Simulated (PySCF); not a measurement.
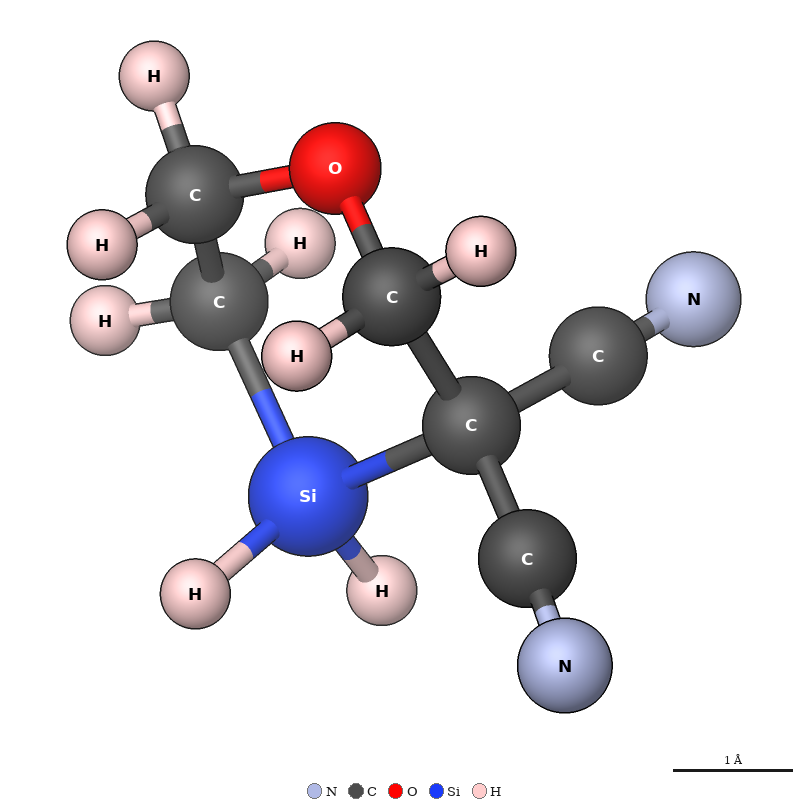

Ball-and-stick drawing of a structure.

Give the formula.

Answer. C₆H₈N₂OSi, 18 atoms: 6 carbon, 8 hydrogen, 2 nitrogen, 1 oxygen and 1 silicon.

What is its SMILES?

Answer. N#CC1(C#N)COCC[SiH2]1

What is the point group of this geometry?

Answer. C1.

Name functional groups in it.

Answer. Among them: ether, nitrile, Si–H bond.

The parts below concern this one geometry. Atoms keep their numbers from picture to picture. The geometry was computed by an optimisation with PBE0-D3(BJ)/def2-SVP. No frequency run is at hand to confirm it as a minimum.

### Charges

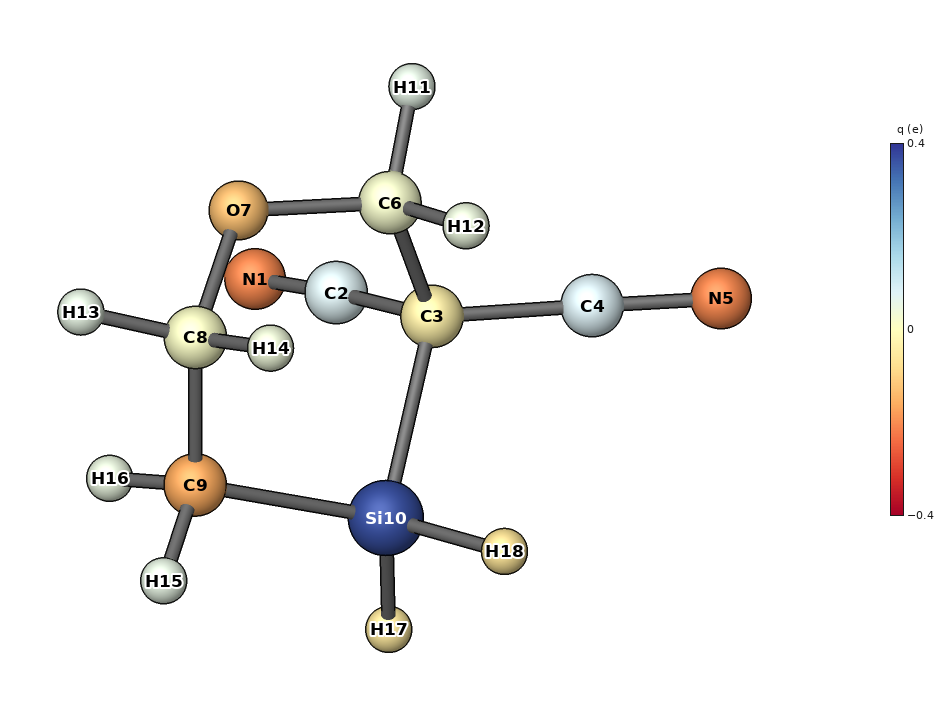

Atoms are coloured by their Hirshfeld charges. No frequency run is at hand to confirm it as a minimum. Method: PBE0/pcSseg-1, gas phase (PySCF 2.14.0).

List the Hirshfeld charges.

| atom | value (e) |
| --- | --- |
| N1 | −0.20 |
| C2 | 0.08 |
| C3 | −0.04 |
| C4 | 0.08 |
| N5 | −0.21 |
| C6 | 0.02 |
| O7 | −0.13 |
| C8 | 0.01 |
| C9 | −0.16 |
| Si10 | 0.36 |
| H11 | 0.06 |
| H12 | 0.05 |
| H13 | 0.06 |
| H14 | 0.04 |
| H15 | 0.05 |
| H16 | 0.05 |
| H17 | −0.06 |
| H18 | −0.06 |

### Quadrupole coupling

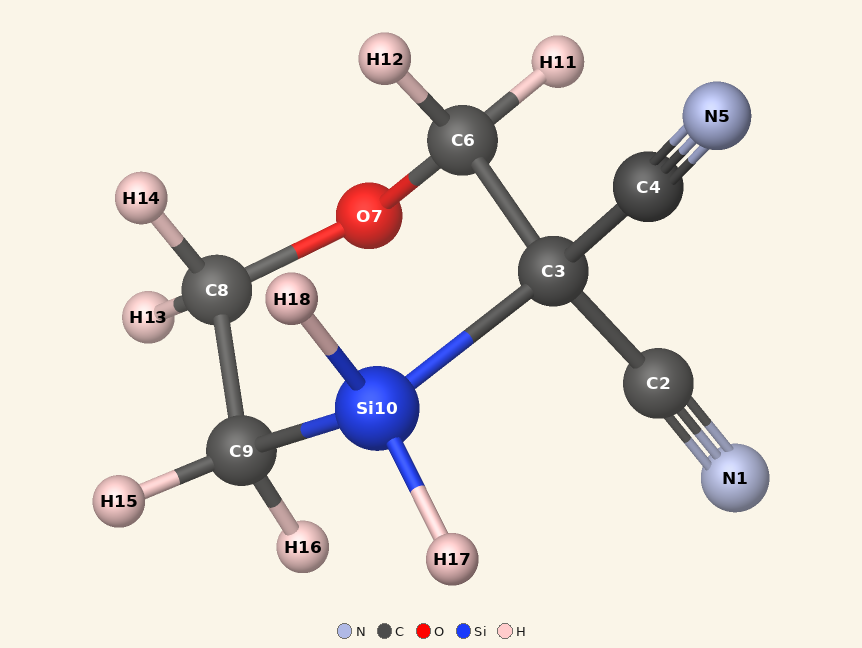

No frequency run is at hand to confirm it as a minimum. Electric field gradients from the ground-state density, PBE0/pcSseg-1 in acetone (IEF-PCM) (PySCF 2.14.0), non-relativistic apart from any core potentials.

Give the largest field-gradient component, the quadrupole coupling constant and the asymmetry for 14N at N1 (Q = 20.44 mb), 14N at N5 (Q = 20.44 mb), 17O at O7 (Q = −25.6 mb), 2H at H11 (Q = 2.86 mb), 2H at H12 (Q = 2.86 mb), 2H at H13 (Q = 2.86 mb), 2H at H14 (Q = 2.86 mb).

```json
{"atom": "N1", "V_zz (a.u.)": "−0.872", "e²qQ/h (MHz)": "−4.19", "η": "0.18"}
{"atom": "N5", "V_zz (a.u.)": "−0.871", "e²qQ/h (MHz)": "−4.19", "η": "0.20"}
{"atom": "O7", "V_zz (a.u.)": "1.978", "e²qQ/h (MHz)": "−11.90", "η": "0.87"}
{"atom": "H11", "V_zz (a.u.)": "0.275", "e²qQ/h (MHz)": "0.185", "η": "0.05"}
{"atom": "H12", "V_zz (a.u.)": "0.258", "e²qQ/h (MHz)": "0.173", "η": "0.06"}
{"atom": "H13", "V_zz (a.u.)": "0.280", "e²qQ/h (MHz)": "0.188", "η": "0.06"}
{"atom": "H14", "V_zz (a.u.)": "0.261", "e²qQ/h (MHz)": "0.176", "η": "0.08"}
```

### NMR shielding

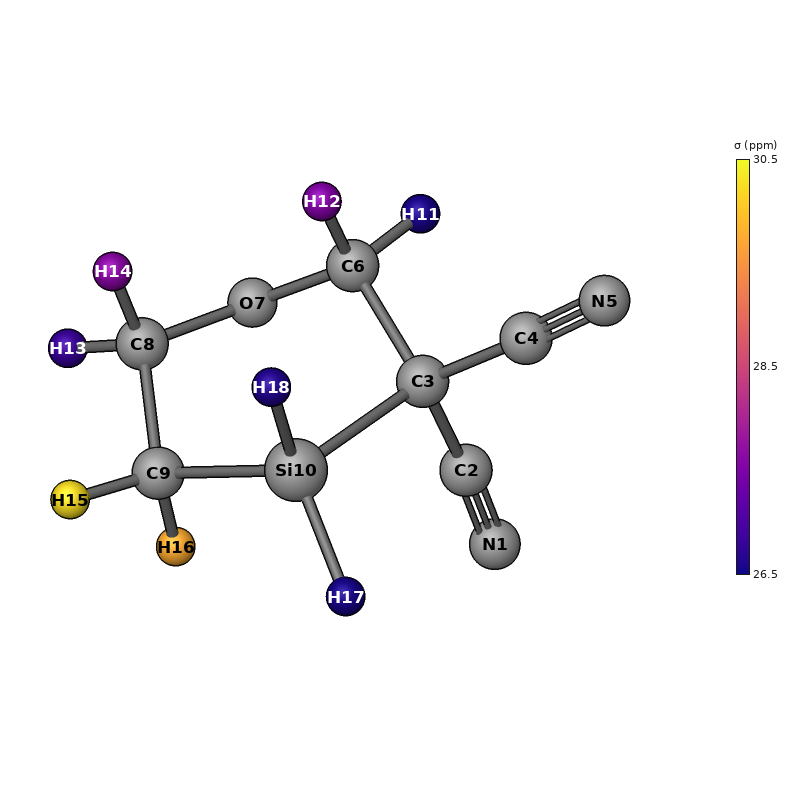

Atoms are coloured by their isotropic NMR shieldings (H only, the others grey). No frequency run is at hand to confirm it as a minimum. Method: GIAO PBE0/pcSseg-1 NMR shielding, non-relativistic, IEF-PCM acetone (PySCF 2.14.0).

List the isotropic NMR shieldings of the H atoms.

```
atom  σ (ppm)
 H11    26.58
 H12    27.57
 H13    26.83
 H14    27.63
 H15    30.26
 H16    29.75
 H17    26.57
 H18    26.64
```

### Dipole moment

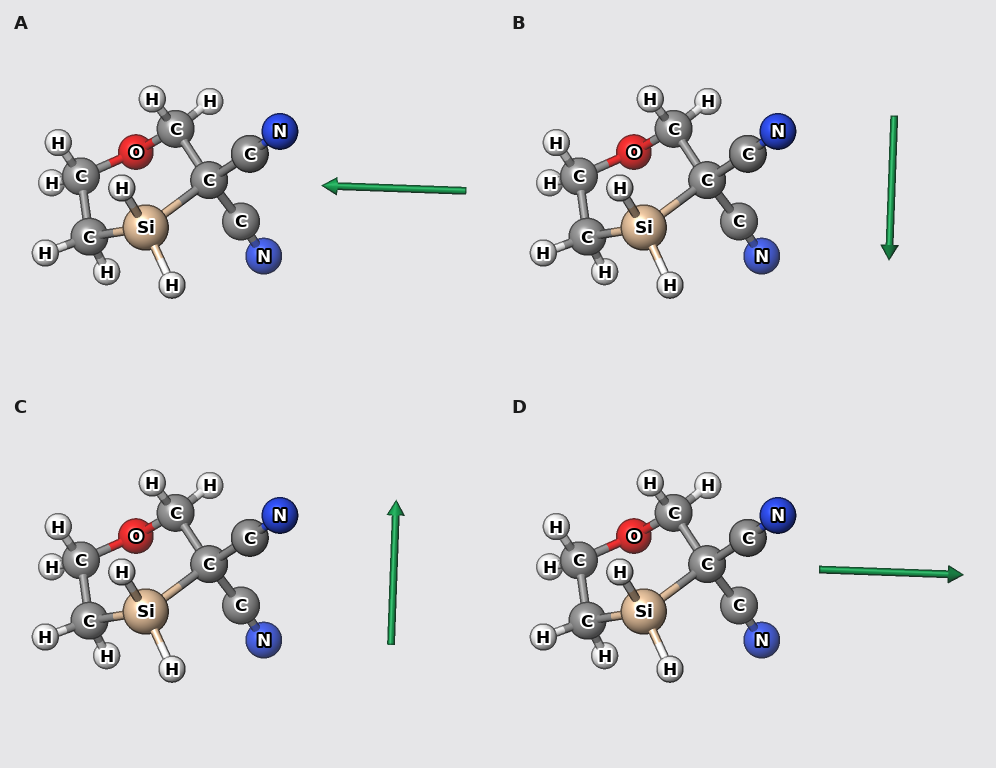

The same molecule four times, each with an arrow. No frequency run is at hand to confirm it as a minimum. Properties computed with PBE0/def2-SVPD, gas phase (PySCF 2.14.0).

Which arrow points along the dipole moment, from the negative to the positive end?

Answer. A. The dipole moment is 5.72 D.
